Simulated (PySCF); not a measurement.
Al(H)(nPr)2, C6H15Al, SMILES CC[CH2][AlH][CH2]CC at its GFN2-xTB optimised geometry (Å):

```
22

Al     0.2214     0.1252     0.0000
H     -0.4199    -1.2937     0.0019
C      2.2229     0.1252     0.0000
C      2.6363    -1.3575     0.0123
C      4.1493    -1.5438     0.0194
H      2.6735     0.6277     0.8683
H      2.6760     0.6140    -0.8747
H      2.2047    -1.8459     0.8934
H      2.2112    -1.8586    -0.8647
H      4.5929    -1.0883    -0.8643
H      4.4104    -2.6005     0.0282
H      4.5862    -1.0754     0.8997
C     -1.1020     1.6269     0.0000
C     -2.4864     0.9540     0.0117
C     -3.6288     1.9634     0.0214
H     -1.0357     2.2905    -0.8743
H     -1.0242     2.2968     0.8686
H     -2.5803     0.3054    -0.8665
H     -2.5656     0.3054     0.8915
H     -3.5683     2.5980     0.9039
H     -4.5929     1.4584     0.0278
H     -3.5812     2.6005    -0.8601
```

Level of theory: B3LYP/def2-SVP run with PySCF.

Map of the Laplacian of the electron density (e/bohr⁵), clipped to [-1.50, 1.50] on the plane z = 0.6 Å:

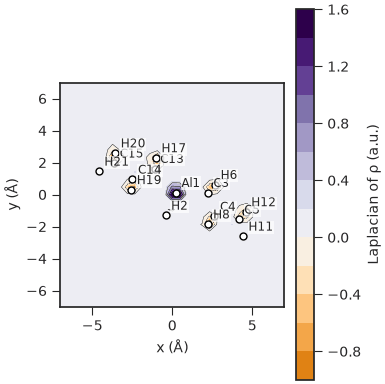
Laplacian of the electron density (e/bohr⁵), clipped to [-1.50, 1.50] on the plane z = 0.6 Å.
